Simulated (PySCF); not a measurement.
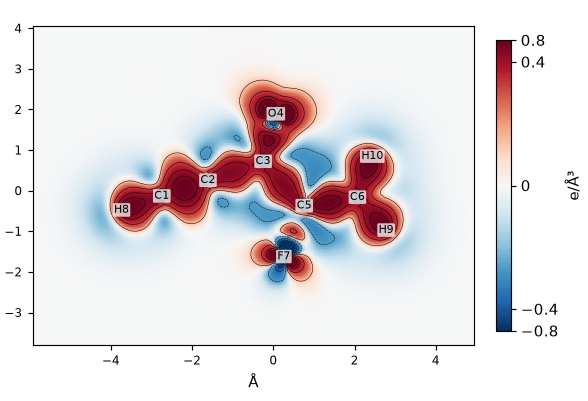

*C5H3FO, SMILES `C#CC(=O)C(=C)F`. Deformation density (molecule less spherical, spin-averaged free atoms) in the molecular plane; colour scale in e/Å³, logarithmic beyond ±0.1; red: gain, blue: loss.*

Computed with PySCF, PBE0/def2-SVP, geometry: GFN2-xTB. No frequency check shows the geometry to be a minimum.

Input

```python
import numpy as np
from pyscf import gto, scf, dft
from pyscf.scf import atom_ks, atom_hf
from scipy.linalg import block_diag

def solve(mol, dm0=None, hcore=None):
    mf = (dft.UKS if mol.spin else dft.RKS)(mol, xc='pbe0')
    mf.grids.level = 3
    mf = mf.density_fit(auxbasis='def2-universal-jkfit')
    mf.conv_tol, mf.max_cycle = 1e-8, 80
    if hcore is not None:
        mf.get_hcore = lambda *args: hcore
    mf.kernel(dm0)
    if not mf.converged:
        mf = mf.newton().run(mf.mo_coeff, mf.mo_occ, max_cycle=30)
    assert mf.converged, 'SCF not converged'
    return mf

mol = gto.M(atom='''
C      2.58510     0.45244     0.00000
C      1.49720    -0.05669     0.00000
C      0.19871    -0.66831     0.00000
O      0.01479    -1.86408     0.00000
C     -0.92713     0.30789     0.00000
C     -2.20592    -0.04329     0.00000
F     -0.56469     1.60664     0.00000
H      3.53454     0.90279     0.00000
H     -2.99686     0.68525     0.00000
H     -2.46167    -1.08734     0.00000
''', basis='def2-svp', charge=0, spin=0, verbose=4)
mf = solve(mol)
mf.analyze()
# spherically averaged free atoms, for the promolecule
atm = atom_ks.get_atm_nrks(mol, xc='pbe0')
pro = block_diag(*[(atm[a[0]][2] * atm[a[0]][3]) @ atm[a[0]][2].T for a in mol._atom])
np.savez('result.npz', e=mf.e_tot, c=mf.mo_coeff, occ=mf.mo_occ, eps=mf.mo_energy, pro=pro, dip=mf.dip_moment(verbose=0), s2=mf.spin_square()[0])
```

Run with:

```sh
OMP_NUM_THREADS=1 python input.py
```

The run took 33 s on 1 thread of Intel(R) Xeon(R) Processor @ 2.50GHz (Skylake/Cascade Lake), on a shared host, peak memory 0.47 GiB.

Partitions, critical points and surface values were worked out afterwards from this run's density.

Question: Describe the bonding that the map shows.

Answer: C1–C2: +0.80 e/Å³ at the bond critical point (bond length 1.20 Å, Mayer order 2.5). C1–H8: +0.78 e/Å³ at the bond critical point (bond length 1.05 Å, Mayer order 1.1). C6–H10: +0.74 e/Å³ at the bond critical point (bond length 1.07 Å, Mayer order 0.9). C5–C6: +0.73 e/Å³ at the bond critical point (bond length 1.33 Å, Mayer order 1.9). C6–H9: +0.72 e/Å³ at the bond critical point (bond length 1.07 Å, Mayer order 0.9). C3–O4: +0.61 e/Å³ at the bond critical point (bond length 1.21 Å, Mayer order 2.1). C3–C5: +0.58 e/Å³ at the bond critical point (bond length 1.49 Å, Mayer order 0.9). C2–C3: +0.56 e/Å³ at the bond critical point (bond length 1.44 Å, Mayer order 0.9). C5–F7: 0.00 e/Å³ at the bond critical point (bond length 1.35 Å, Mayer order 1.1); up to 0.6 Å beside the axis the gain reaches +0.22 e/Å³. In all, 2.5 electrons gather in the regions of gain relative to the promolecule. A small or negative value marks a very polar bond, one between electron-rich atoms, whose free-atom densities already overlap strongly, a long bond to a heavier atom, or a closed-shell contact such as a hydrogen bond.

Question: Where do the Hirshfeld charges lie?

Answer: The highest Hirshfeld charge is on C3 (+0.15 e), the lowest on O4 (−0.20 e).

| atom | charge (e) |
| --- | --- |
| C1 | −0.05 |
| C2 | −0.05 |
| C3 | +0.15 |
| O4 | −0.20 |
| C5 | +0.07 |
| C6 | −0.09 |
| F7 | −0.07 |
| H8 | +0.11 |
| H9 | +0.07 |
| H10 | +0.06 |
